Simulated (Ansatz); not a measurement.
The Ansatz input:

```
crystal:
  lattice:
    - [3.5652333027, 0.0, 0.0]
    - [-1.7826166514, 3.0875826106, 0.0]
    - [0.0, 0.0, 23.7330024056]
  atoms:
    - { symbol: Pb, position: [0.6666666667, 0.3333333333, 0.3160156423] }
    - { symbol: Pb, position: [0.3333333333, 0.6666666667, 0.4386718808] }
    - { symbol: Pb, position: [0.0, 0.0, 0.5613281192] }
    - { symbol: Pb, position: [0.6666666667, 0.3333333333, 0.6839843577] }
basis:
  ecutwfc: 420
kpoints:
  mp_grid: { grid: [12, 12, 1] }
hamiltonian:
  xc: pbe
scf:
  occupations: { method: gaussian, width: 0.1 }
output:
  forces: true
  eigenvalues: true
efield:
  axis: 3
  dipole_correction: true
  ramp_width: 0.04
```

Run as:
```bash
ansatz run input.yaml --threads 2 --pin off --max-ram 5632MiB --backend cpu --events-out ev --progress --plain --runs-dir out
```

What does the potential across the slab give for the work function?

The work function is 3.81 eV, the same on both faces. The two vacuum levels agree, so the slab has no net dipole along its normal. The outermost atoms are 8.7 Å apart, which leaves 15.0 Å of vacuum in a cell 23.7 Å high.

Spin-orbit coupling is left out, which matters for Pb.

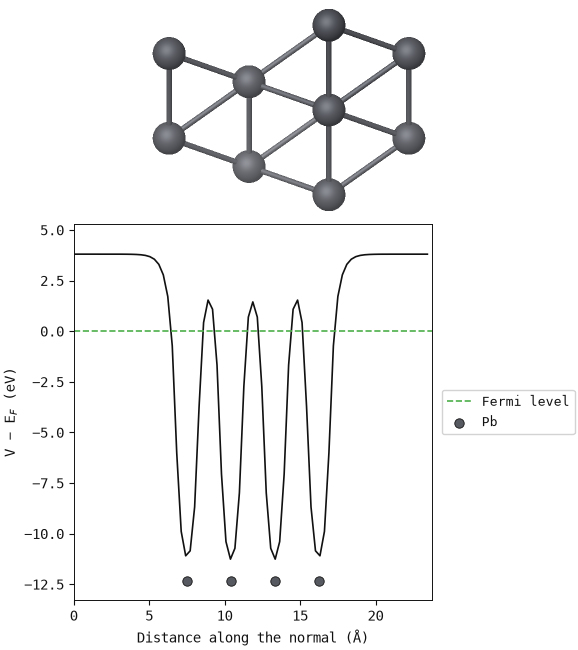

Plane-averaged electrostatic potential energy of an electron across the slab; circles at the bottom mark the heights of the atoms. The structure is drawn too.
